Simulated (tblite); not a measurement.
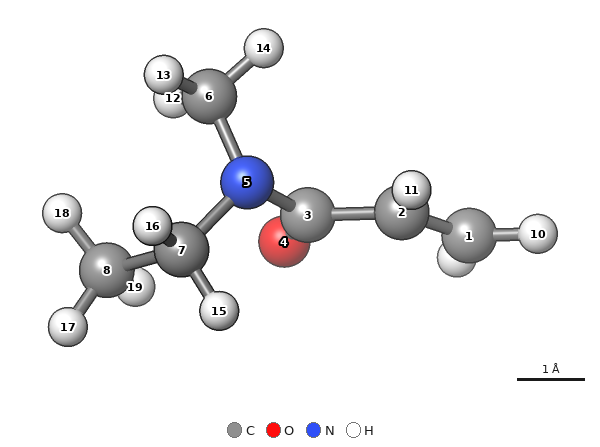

**Figure 1.** The starting structure (ball-and-stick view, seen at a tilt; atoms are numbered from 1 in the order of the input).

# Run report: C$_{6}$H$_{11}$NO, saddle-point search

The run: saddle-point search of C$_{6}$H$_{11}$NO, SMILES C=CC(=O)N(C)CC. Method and program: GFN2-xTB saddle search (eigenvector following) and harmonic vibrations, gas phase (tblite 0.8.0).

Input
```
{"job": {"xc": "GFN2-xTB", "basis": "xTB", "kind": "saddle"}, "charge": 0, "multiplicity": 1}
C      3.209825    -0.201333    -0.795059
C      2.127120    -0.494526    -0.085270
C      0.834608     0.180145    -0.319181
O      0.638485     0.990831    -1.189267
N     -0.167802    -0.251477     0.615338
C     -0.497843     0.802761     1.558433
C     -1.319434    -0.861441    -0.042481
C     -2.268043     0.084343    -0.780024
H      3.169929     0.545312    -1.572612
H      4.155691    -0.689171    -0.629216
H      2.130653    -1.234460     0.701055
H     -0.858265     1.718987     1.076409
H     -1.262044     0.432341     2.239418
H      0.398876     1.042990     2.130162
H     -0.917205    -1.595038    -0.747897
H     -1.866834    -1.404867     0.735304
H     -3.001713    -0.496774    -1.333609
H     -2.795830     0.729518    -0.081480
H     -1.710172     0.701860    -1.480021
```

The first line tells a small driver script what to run in tblite; the rest is the geometry in Å.

Machine: 1 CPU thread, shared host.

Launched with:
```bash
OMP_NUM_THREADS=1 python <driver script> task.json out
```

Output
```
step      E/eV     max force
  0    -691.12903   0.0692
  1    -691.12719   0.1073
  2    -691.12727   0.0346
  3    -691.12729   0.0064
  4    -691.12729   0.0051
  5    -691.12729   0.0014
lowest wavenumbers (cm-1): -128.4 59.8 105.9 167.7 193.6 214.2
```

Trajectory as extended XYZ (Å, eV, eV/Å), 6 frames, from step=0 to step=5
```
19
Properties=species:S:1:pos:R:3:forces:R:3 step=0 energy=-691.12903
C     3.2098   -0.2013   -0.7951    0.0010  -0.0110  -0.0060
C     2.1271   -0.4945   -0.0853    0.0140   0.0410   0.0310
C     0.8346    0.1801   -0.3192    0.0180   0.0270   0.0430
O     0.6385    0.9908   -1.1893    0.0050  -0.0300  -0.0480
N    -0.1678   -0.2515    0.6153   -0.0150  -0.0600  -0.0310
C    -0.4978    0.8028    1.5584    0.0270  -0.0130   0.0180
C    -1.3194   -0.8614   -0.0425   -0.0330   0.0330  -0.0160
C    -2.2680    0.0843   -0.7800   -0.0030   0.0020  -0.0020
H     3.1699    0.5453   -1.5726   -0.0190  -0.0040   0.0130
H     4.1557   -0.6892   -0.6292    0.0040   0.0050  -0.0120
H     2.1307   -1.2345    0.7011   -0.0100   0.0110   0.0000
H    -0.8583    1.7190    1.0764   -0.0090   0.0140  -0.0190
H    -1.2620    0.4323    2.2394    0.0010  -0.0220   0.0080
H     0.3989    1.0430    2.1302    0.0120  -0.0010   0.0150
H    -0.9172   -1.5950   -0.7479   -0.0040  -0.0060   0.0130
H    -1.8668   -1.4049    0.7353    0.0080   0.0090  -0.0040
H    -3.0017   -0.4968   -1.3336    0.0050   0.0040   0.0060
H    -2.7958    0.7295   -0.0815    0.0100   0.0050  -0.0090
H    -1.7102    0.7019   -1.4800   -0.0120  -0.0050   0.0020
19
Properties=species:S:1:pos:R:3:forces:R:3 step=1 energy=-691.12719
C     3.1863   -0.2188   -0.8322   -0.0150  -0.0130   0.0150
C     2.1207   -0.4949   -0.0894    0.0130   0.0320  -0.0230
C     0.8371    0.2095   -0.2849    0.0030   0.0500  -0.0380
O     0.6497    1.0611   -1.1190    0.0220  -0.0840   0.0630
N    -0.1657   -0.2431    0.6410    0.0000   0.0050  -0.0240
C    -0.5191    0.8054    1.5837    0.0060  -0.0060   0.0050
C    -1.3060   -0.8606   -0.0300   -0.0100   0.0060  -0.0100
C    -2.2336    0.0743   -0.8082    0.0070   0.0070   0.0100
H     3.1301    0.5347   -1.6022   -0.0020  -0.0050   0.0070
H     4.1302   -0.7226   -0.7031   -0.0230   0.0120  -0.0040
H     2.1293   -1.2401    0.6915   -0.0040   0.0050  -0.0010
H    -0.8896    1.7178    1.1011   -0.0010   0.0000  -0.0030
H    -1.2825    0.4193    2.2575    0.0040  -0.0030  -0.0010
H     0.3694    1.0564    2.1642   -0.0010  -0.0020   0.0010
H    -0.8925   -1.6130   -0.7096   -0.0100   0.0100   0.0120
H    -1.8730   -1.3833    0.7478    0.0060   0.0070  -0.0120
H    -2.9692   -0.5150   -1.3503    0.0030   0.0040   0.0040
H    -2.7593    0.7493   -0.1360    0.0150  -0.0140  -0.0170
H    -1.6622    0.6636   -1.5221   -0.0100  -0.0120   0.0140
19
Properties=species:S:1:pos:R:3:forces:R:3 step=2 energy=-691.12727
C     3.1773   -0.2250   -0.8443   -0.0070  -0.0050   0.0070
C     2.1179   -0.4959   -0.0915    0.0040   0.0090  -0.0120
C     0.8383    0.2183   -0.2738    0.0010   0.0090  -0.0170
O     0.6544    1.0798   -1.0971    0.0090  -0.0210   0.0260
N    -0.1649   -0.2384    0.6494    0.0000   0.0060  -0.0060
C    -0.5271    0.8078    1.5915    0.0010  -0.0010   0.0000
C    -1.3000   -0.8600   -0.0264    0.0000   0.0000  -0.0010
C    -2.2215    0.0709   -0.8157    0.0030   0.0000   0.0050
H     3.1167    0.5311   -1.6113    0.0010  -0.0020   0.0020
H     4.1192   -0.7344   -0.7269   -0.0110   0.0050  -0.0010
H     2.1280   -1.2432    0.6873   -0.0010   0.0010  -0.0010
H    -0.9014    1.7185    1.1085    0.0010  -0.0020   0.0000
H    -1.2900    0.4163    2.2627    0.0020   0.0010  -0.0020
H     0.3582    1.0631    2.1751   -0.0020  -0.0010  -0.0020
H    -0.8821   -1.6160   -0.6986   -0.0020   0.0030   0.0040
H    -1.8726   -1.3783    0.7498    0.0010   0.0010  -0.0030
H    -2.9562   -0.5203   -1.3566    0.0000   0.0000   0.0010
H    -2.7480    0.7520   -0.1513    0.0030  -0.0030  -0.0040
H    -1.6460    0.6537   -1.5309   -0.0010  -0.0030   0.0030
19
Properties=species:S:1:pos:R:3:forces:R:3 step=3 energy=-691.12729
C     3.1764   -0.2242   -0.8445   -0.0040  -0.0010   0.0030
C     2.1181   -0.4941   -0.0901    0.0060  -0.0010  -0.0020
C     0.8382    0.2182   -0.2736   -0.0010  -0.0010   0.0000
O     0.6544    1.0791   -1.0970   -0.0020   0.0050  -0.0020
N    -0.1653   -0.2390    0.6487    0.0000  -0.0020   0.0010
C    -0.5263    0.8060    1.5923   -0.0010   0.0010   0.0000
C    -1.3010   -0.8597   -0.0266   -0.0010   0.0000  -0.0010
C    -2.2209    0.0713   -0.8172    0.0000   0.0020   0.0000
H     3.1148    0.5298   -1.6133   -0.0010   0.0010   0.0000
H     4.1183   -0.7326   -0.7267    0.0020  -0.0010   0.0000
H     2.1291   -1.2395    0.6904    0.0010   0.0000   0.0000
H    -0.9012    1.7171    1.1106    0.0000   0.0000   0.0000
H    -1.2882    0.4138    2.2642    0.0000   0.0000   0.0000
H     0.3597    1.0608    2.1749    0.0010   0.0000   0.0000
H    -0.8839   -1.6170   -0.6978   -0.0010   0.0010   0.0010
H    -1.8745   -1.3764    0.7499    0.0010   0.0010  -0.0010
H    -2.9576   -0.5198   -1.3556    0.0000   0.0010   0.0000
H    -2.7452    0.7553   -0.1540    0.0020  -0.0030  -0.0030
H    -1.6449    0.6509   -1.5345   -0.0030  -0.0030   0.0030
19
Properties=species:S:1:pos:R:3:forces:R:3 step=4 energy=-691.12729
C     3.1767   -0.2236   -0.8439    0.0010   0.0000  -0.0010
C     2.1184   -0.4938   -0.0898   -0.0020   0.0000   0.0010
C     0.8381    0.2179   -0.2740   -0.0010   0.0030  -0.0020
O     0.6542    1.0792   -1.0970    0.0010  -0.0040   0.0030
N    -0.1655   -0.2397    0.6482    0.0000   0.0010  -0.0010
C    -0.5256    0.8054    1.5920    0.0000   0.0000   0.0000
C    -1.3018   -0.8598   -0.0268    0.0000   0.0000   0.0000
C    -2.2214    0.0714   -0.8175    0.0000   0.0000   0.0000
H     3.1149    0.5302   -1.6129    0.0000   0.0000   0.0000
H     4.1189   -0.7315   -0.7256    0.0000   0.0000   0.0000
H     2.1297   -1.2389    0.6910    0.0000   0.0000   0.0000
H    -0.9008    1.7165    1.1106    0.0000   0.0000   0.0000
H    -1.2870    0.4134    2.2645    0.0000   0.0000   0.0000
H     0.3610    1.0601    2.1739    0.0000   0.0000   0.0000
H    -0.8854   -1.6176   -0.6978    0.0000   0.0000   0.0000
H    -1.8754   -1.3758    0.7500    0.0000   0.0000   0.0000
H    -2.9592   -0.5194   -1.3547    0.0000   0.0000   0.0000
H    -2.7443    0.7565   -0.1546    0.0000   0.0000  -0.0010
H    -1.6455    0.6497   -1.5358    0.0000  -0.0010   0.0010
19
Properties=species:S:1:pos:R:3:forces:R:3 step=5 energy=-691.12729
C     3.1768   -0.2236   -0.8438    0.0010   0.0000  -0.0010
C     2.1182   -0.4942   -0.0902   -0.0010   0.0000   0.0010
C     0.8381    0.2178   -0.2741    0.0000   0.0000   0.0000
O     0.6543    1.0789   -1.0973    0.0000   0.0000   0.0000
N    -0.1654   -0.2395    0.6483    0.0000   0.0000   0.0000
C    -0.5257    0.8058    1.5918    0.0000   0.0000   0.0000
C    -1.3016   -0.8598   -0.0267    0.0000   0.0000   0.0000
C    -2.2214    0.0713   -0.8171    0.0000   0.0000   0.0000
H     3.1154    0.5310   -1.6121    0.0000   0.0000   0.0000
H     4.1189   -0.7317   -0.7257    0.0000   0.0000   0.0000
H     2.1292   -1.2401    0.6899    0.0000   0.0000   0.0000
H    -0.9006    1.7169    1.1101    0.0000   0.0000   0.0000
H    -1.2875    0.4140    2.2641    0.0000   0.0000   0.0000
H     0.3606    1.0605    2.1740    0.0000   0.0000   0.0000
H    -0.8850   -1.6174   -0.6979    0.0000   0.0000   0.0000
H    -1.8750   -1.3761    0.7501    0.0000   0.0000   0.0000
H    -2.9589   -0.5196   -1.3547    0.0000   0.0000   0.0000
H    -2.7448    0.7559   -0.1540    0.0000   0.0000   0.0000
H    -1.6456    0.6501   -1.5350    0.0000   0.0000   0.0000
```

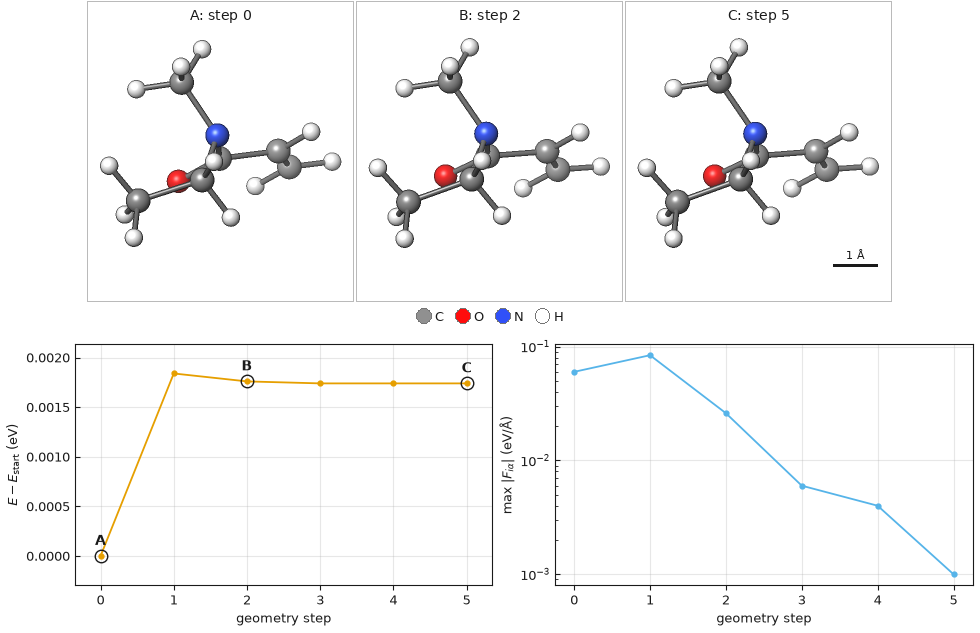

**Figure 2.** Frames of the saddle-point search (ball-and-stick view, seen at a tilt) above the curves, on which the letters mark them (steps are counted from 0).

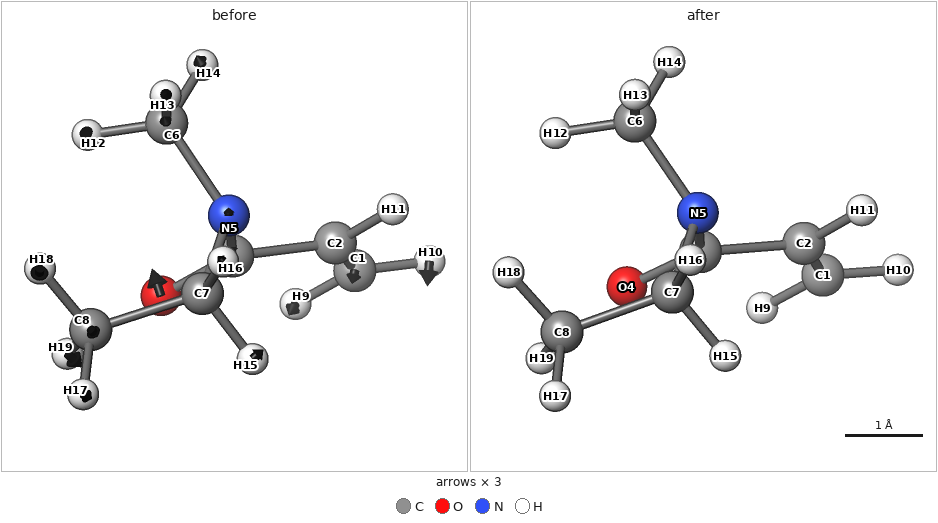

**Figure 3.** Before (left) and after (right) the saddle-point search, at one scale (ball-and-stick view, seen at a tilt). The black arrows give the displacements, magnified 3 times. The energy rises by 0.002 eV in 5 geometry steps. Largest force component: 0.06 eV/Å at the start, 0.001 eV/Å at the end. The largest move after the best rigid fit is that of O4, 0.13 Å. Largest moves by element: O 0.13 Å, H 0.11 Å, C 0.06 Å, N 0.04 Å. (Atoms are counted from 1 in the order of the input.)

Summary

- outcome: converged
- total energy: −691.1273 eV
- point group: C1
- wall time: 4.4 s
- peak memory: 0.2 GiB
